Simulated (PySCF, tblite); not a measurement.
# C₄H₁₀Al−: dynamics, then NMR shifts on frames, part 2 of 2

tblite 0.8.0 and PySCF 2.14.0. Atoms count from 0.

## 5. NMR shieldings: 625 fs, PBE0/pcSseg-1

The job: settings as JSON, then the geometry in Å.

```
{"job": {"kind": "nmr", "xc": "PBE0", "basis": "pcSseg-1", "pop": false}, "charge": -1, "multiplicity": 1}
Al     1.380400     0.524600     0.681200
C     -0.311900     0.960700    -0.471100
C     -1.402200    -0.117000    -0.820000
C     -2.532000     0.742700    -0.461600
C     -1.507800     1.821500     0.005300
H      1.963700    -0.781500    -0.103500
H      0.839800     0.187100     2.177300
H      2.393000     1.864300     0.368300
H      0.000600     1.465800    -1.370800
H     -1.303000    -0.644700    -1.837300
H     -1.154300    -0.992500    -0.169600
H     -3.218400     0.227200     0.319900
H     -3.246200     1.010500    -1.275100
H     -1.567900     2.090400     1.078400
H     -1.559200     2.701200    -0.530600
```

Method: GIAO PBE0/pcSseg-1 NMR shielding, non-relativistic, gas phase.

Standard output:

```text
coarse grid: 12168 points
cycle   1  E = -400.3844146045  dE =  1.650e-01  |g| = 4.769e-01  |ddm| = 3.348e+00
cycle   2  E = -400.3457863431  dE =  3.863e-02  |g| = 6.431e-01  |ddm| = 1.603e+00
cycle   3  E = -400.4608597128  dE = -1.151e-01  |g| = 5.486e-02  |ddm| = 8.979e-01
cycle   4  E = -400.4616981175  dE = -8.384e-04  |g| = 1.033e-02  |ddm| = 8.512e-02
cycle   5  E = -400.4617294434  dE = -3.133e-05  |g| = 3.444e-03  |ddm| = 2.117e-02
cycle   6  E = -400.4617315372  dE = -2.094e-06  |g| = 8.635e-04  |ddm| = 4.160e-03
final grid: 110448 points
cycle   7  E = -400.4925075861  dE = -2.114e-05  |g| = 6.767e-03  |ddm| = 2.529e-02
cycle   8  E = -400.4924963731  dE =  1.121e-05  |g| = 9.449e-03  |ddm| = 1.694e-02
cycle   9  E = -400.4925197154  dE = -2.334e-05  |g| = 3.711e-04  |ddm| = 9.784e-03
cycle  10  E = -400.4925197413  dE = -2.588e-08  |g| = 1.045e-04  |ddm| = 4.549e-04
cycle  11  E = -400.4925197435  dE = -2.259e-09  |g| = 3.910e-05  |ddm| = 1.202e-04
cycle  12  E = -400.4925197439  dE = -3.761e-10  |g| = 6.004e-06  |ddm| = 4.746e-05
converged SCF energy = -400.4925197439

GIAO shielding tensors (ppm)
atom      isotropic    diamagn.    paramagn.     s11        s22        s33       span
  0 Al     457.873     794.350    -336.477    436.914    456.767    479.938     43.024
  1 C      167.282     240.217     -72.935    144.209    169.174    188.463     44.254
  2 C      153.196     248.890     -95.695    132.796    144.882    181.909     49.113
  3 C      158.510     252.104     -93.594    144.173    152.308    179.050     34.877
  4 C      155.946     248.150     -92.204    129.511    154.365    183.962     54.450
  5 H       27.874      29.809      -1.935     25.299     26.654     31.670      6.372
  6 H       27.844      29.543      -1.699     25.305     27.043     31.184      5.879
  7 H       27.277      28.837      -1.560     24.532     26.087     31.212      6.680
  8 H       30.453      32.416      -1.963     28.386     29.857     33.117      4.731
  9 H       28.746      30.400      -1.654     25.692     26.647     33.899      8.207
 10 H       28.188      31.647      -3.460     24.411     28.516     31.636      7.225
 11 H       28.277      28.668      -0.391     24.706     26.336     33.788      9.083
 12 H       29.271      29.455      -0.184     26.664     27.054     34.094      7.430
 13 H       29.270      29.975      -0.705     25.814     28.203     33.791      7.977
 14 H       30.075      32.034      -1.960     27.259     28.085     34.879      7.620
```

Wall time 7.7 s (1 thread of AMD EPYC 9R14, shared host); peak memory 0.72 GiB.

In short: δ C2 33.7, C4 31.0, C3 28.4, C1 19.6, H7 4.44, H6 3.87 ppm.

## 6. Nuclear shieldings: 800 fs, PBE0/pcSseg-1

The job: settings as JSON, then the geometry in Å.

```
{"job": {"kind": "nmr", "xc": "PBE0", "basis": "pcSseg-1", "pop": false}, "charge": -1, "multiplicity": 1}
Al     0.817000     0.025300     1.353000
C     -0.176100     0.718700    -0.400900
C     -1.445500    -0.192400    -0.389000
C     -2.229400     0.980400     0.244900
C     -1.070800     2.011900    -0.045400
H      2.377800    -0.093300     1.025600
H     -0.002300    -1.068400     2.018900
H      0.604900     1.452200     2.184400
H      0.160600     0.731600    -1.400300
H     -1.974700    -0.452000    -1.380200
H     -1.377900    -1.052600     0.267000
H     -2.232800     0.805400     1.315400
H     -3.278300     1.228100    -0.021900
H     -0.696200     2.670500     0.817600
H     -1.295700     2.628200    -0.884200
```

Level: GIAO PBE0/pcSseg-1 NMR shielding, non-relativistic, gas phase.

Standard output:

```text
coarse grid: 12168 points
cycle   1  E = -400.3790235783  dE =  1.075e-01  |g| = 4.613e-01  |ddm| = 3.285e+00
cycle   2  E = -400.3446234104  dE =  3.440e-02  |g| = 6.211e-01  |ddm| = 1.536e+00
cycle   3  E = -400.4515835650  dE = -1.070e-01  |g| = 5.265e-02  |ddm| = 8.557e-01
cycle   4  E = -400.4523323266  dE = -7.488e-04  |g| = 1.518e-02  |ddm| = 8.334e-02
cycle   5  E = -400.4523857104  dE = -5.338e-05  |g| = 6.368e-03  |ddm| = 2.439e-02
cycle   6  E = -400.4523948625  dE = -9.152e-06  |g| = 1.671e-03  |ddm| = 7.131e-03
final grid: 110448 points
cycle   7  E = -400.4841842347  dE = -2.392e-05  |g| = 8.013e-03  |ddm| = 2.764e-02
cycle   8  E = -400.4841711193  dE =  1.312e-05  |g| = 1.074e-02  |ddm| = 1.832e-02
cycle   9  E = -400.4842011416  dE = -3.002e-05  |g| = 4.439e-04  |ddm| = 1.065e-02
cycle  10  E = -400.4842011776  dE = -3.601e-08  |g| = 1.951e-04  |ddm| = 6.245e-04
cycle  11  E = -400.4842011868  dE = -9.257e-09  |g| = 3.817e-05  |ddm| = 2.159e-04
cycle  12  E = -400.4842011872  dE = -3.799e-10  |g| = 5.847e-06  |ddm| = 5.838e-05
converged SCF energy = -400.4842011872

GIAO shielding tensors (ppm)
atom      isotropic    diamagn.    paramagn.     s11        s22        s33       span
  0 Al     420.389     794.729    -374.339    359.112    419.190    482.866    123.754
  1 C      167.290     241.826     -74.536    130.613    178.830    192.426     61.813
  2 C      150.133     243.984     -93.851    126.488    153.833    170.077     43.589
  3 C      161.105     252.168     -91.063    131.449    167.358    184.508     53.060
  4 C      146.787     248.155    -101.368    116.325    154.402    169.634     53.309
  5 H       27.216      29.286      -2.070     24.309     25.706     31.633      7.325
  6 H       28.201      30.879      -2.678     25.529     27.446     31.628      6.099
  7 H       27.074      30.173      -3.099     24.395     26.850     29.976      5.581
  8 H       30.650      32.185      -1.536     26.693     29.284     35.971      9.278
  9 H       28.787      29.534      -0.747     26.098     27.052     33.210      7.111
 10 H       29.029      30.861      -1.832     24.140     29.605     33.341      9.201
 11 H       28.624      31.296      -2.672     26.712     27.587     31.572      4.861
 12 H       29.841      29.890      -0.049     25.964     27.042     36.517     10.553
 13 H       28.103      29.540      -1.437     23.479     27.932     32.898      9.419
 14 H       30.075      32.056      -1.981     27.463     28.902     33.859      6.396
```

It took 7.9 s on 1 thread of AMD EPYC 9R14, shared host; peak memory 0.72 GiB.

Key values: δ C4 40.1, C2 36.8, C3 25.8, C1 19.6, H7 4.64, H5 4.50 ppm.

## 7. NMR shieldings: 1000 fs, PBE0/pcSseg-1

The job: settings as JSON, then the geometry in Å.

```
{"job": {"kind": "nmr", "xc": "PBE0", "basis": "pcSseg-1", "pop": false}, "charge": -1, "multiplicity": 1}
Al     0.686900     0.285800     2.019300
C      0.075300     0.529300     0.008000
C     -1.372700     0.263100    -0.046800
C     -1.492000     1.846800    -0.338200
C     -0.008300     1.871300    -0.569200
H      1.012400    -1.230500     1.970300
H     -0.736900     0.535600     2.804600
H      2.034400     1.116000     2.137100
H      0.636300    -0.175500    -0.656400
H     -1.945900    -0.482200    -0.806600
H     -1.735600    -0.028100     0.990500
H     -1.716000     2.473300     0.536600
H     -2.130500     2.243400    -1.186700
H      0.580600     2.608700    -0.073900
H      0.272900     2.028500    -1.667900
```

Level: GIAO PBE0/pcSseg-1 NMR shielding, non-relativistic, gas phase.

Standard output:

```text
coarse grid: 12168 points
cycle   1  E = -400.3611012644  dE =  2.778e-01  |g| = 5.171e-01  |ddm| = 3.319e+00
cycle   2  E = -400.2930579319  dE =  6.804e-02  |g| = 7.493e-01  |ddm| = 1.829e+00
cycle   3  E = -400.4480942687  dE = -1.550e-01  |g| = 5.535e-02  |ddm| = 1.104e+00
cycle   4  E = -400.4489399469  dE = -8.457e-04  |g| = 1.539e-02  |ddm| = 9.623e-02
cycle   5  E = -400.4489990889  dE = -5.914e-05  |g| = 6.177e-03  |ddm| = 2.707e-02
cycle   6  E = -400.4490073912  dE = -8.302e-06  |g| = 1.629e-03  |ddm| = 7.447e-03
final grid: 110448 points
cycle   7  E = -400.4790505642  dE = -1.951e-05  |g| = 6.946e-03  |ddm| = 2.427e-02
cycle   8  E = -400.4790374572  dE =  1.311e-05  |g| = 9.999e-03  |ddm| = 1.774e-02
cycle   9  E = -400.4790631478  dE = -2.569e-05  |g| = 4.506e-04  |ddm| = 1.056e-02
cycle  10  E = -400.4790631869  dE = -3.914e-08  |g| = 1.595e-04  |ddm| = 5.986e-04
cycle  11  E = -400.4790631929  dE = -6.020e-09  |g| = 3.942e-05  |ddm| = 1.938e-04
cycle  12  E = -400.4790631933  dE = -3.831e-10  |g| = 8.708e-06  |ddm| = 6.247e-05
converged SCF energy = -400.4790631933

GIAO shielding tensors (ppm)
atom      isotropic    diamagn.    paramagn.     s11        s22        s33       span
  0 Al     434.359     796.225    -361.866    379.921    443.472    479.683     99.762
  1 C      171.289     242.258     -70.970    145.686    173.584    194.595     48.909
  2 C      137.268     244.122    -106.854    107.206    145.906    158.691     51.485
  3 C      155.842     250.023     -94.181    130.965    155.819    180.741     49.776
  4 C      155.237     247.877     -92.640    131.943    160.356    173.414     41.471
  5 H       28.185      30.803      -2.617     25.028     27.108     32.420      7.392
  6 H       27.822      30.273      -2.451     25.600     27.626     30.241      4.640
  7 H       27.727      30.423      -2.695     24.613     26.301     32.268      7.656
  8 H       30.004      30.658      -0.655     26.292     28.402     35.317      9.025
  9 H       27.395      27.923      -0.529     24.752     25.762     31.670      6.917
 10 H       27.248      29.615      -2.367     22.242     29.031     30.470      8.228
 11 H       28.457      29.868      -1.410     25.995     26.862     32.515      6.520
 12 H       28.815      28.746       0.069     25.509     26.276     34.659      9.150
 13 H       30.221      31.810      -1.588     25.999     29.750     34.915      8.916
 14 H       28.843      30.072      -1.229     26.234     26.652     33.644      7.410
```

Wall time 7.9 s (1 thread of AMD EPYC 9R14, shared host); peak memory 0.82 GiB.

Key values: δ C2 49.7, C4 31.7, C3 31.1, C1 15.6, H10 4.47, H9 4.32 ppm.

## 8. Comparing the runs: NMR shifts

Shifts (ppm) of some atoms, chosen among heavy atoms and hydrogens apart, with basis size and wall time:

```
  frame    C2    C4    C1    C3    H9   H13   Al0  functions   time
 250 fs  34.0  32.0  26.6  19.5  3.74  2.72  39.1        142   12 s
 425 fs  35.5  30.9  17.2  24.3  2.50  2.17  45.8        142  7.9 s
 625 fs  33.7  31.0  19.6  28.4  2.97  2.45  32.1        142  7.7 s
 800 fs  36.8  40.1  19.6  25.8  2.93  3.61  69.6        142  7.9 s
1000 fs  49.7  31.7  15.6  31.1  4.32  1.50  55.6        142  7.9 s
```

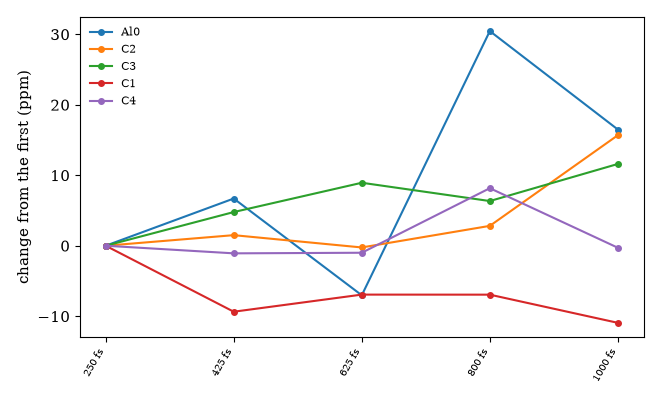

How five of the tabulated atoms move from run to run.

## 9. What came out

What follows sums up all 2 parts.

| quantity | value |
| --- | --- |
| thermostat | 400 K |
| mean temperature, second half | 457 K |
| mean potential energy above the minimum | 0.74 eV |
| 13C shifts against TMS (PBE0/pcSseg-1, 250 fs) | 34.0, 32.0, 26.6, 19.5 ppm |
| 1H shifts against TMS (PBE0/pcSseg-1, 250 fs) | 4.53, 4.19, 4.10, 3.74, 2.90, 2.72, 2.65, 2.54, 1.96, 1.51 ppm |
| 27Al shifts against AlH4- (PBE0/pcSseg-1, 250 fs) | 39.1 ppm |
| range of the shift of Al0 | 32.1 to 69.6 ppm |

In the second half the potential energy averages 0.74 eV above the minimum; equipartition over 39 harmonic modes at 400 K would give 0.67 eV. With 15 atoms the temperature swings widely (269 to 662 K). Shifts at one fixed geometry are not the observed spectrum, which averages over the motion. In the first frame run (250 fs): Shielding is most anisotropic at Al0 (span 78 ppm, paramagnetic term -343 ppm). In ppm, Al0 moves most: its shift spreads over 37.5 ppm, from 32.1 (625 fs) to 69.6 (800 fs).
